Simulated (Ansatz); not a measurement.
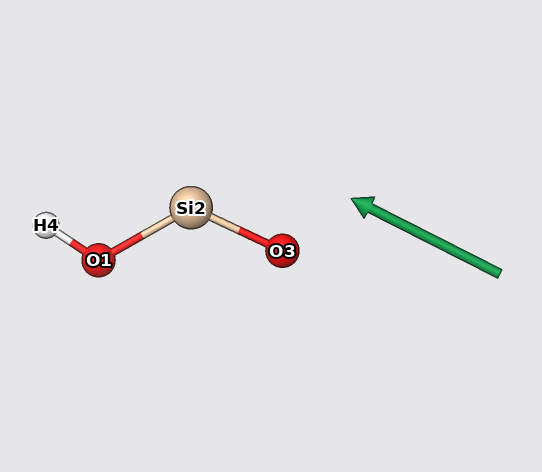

The arrow beside the molecule shows the direction of the dipole moment, from the negative to the positive end (its length means nothing). The species is neutral and a spin doublet. The computed structure is the end point of a PBE-D4/def2-SVP optimisation. No frequency run is at hand to confirm it as a minimum. Method: UKS PBE-D4/def2-SVP (Ansatz 0.2.0).

### Estimate the dipole moment.

4.18 D; it points from the side of O3 to the side of H4 (the outermost atoms at the two ends).
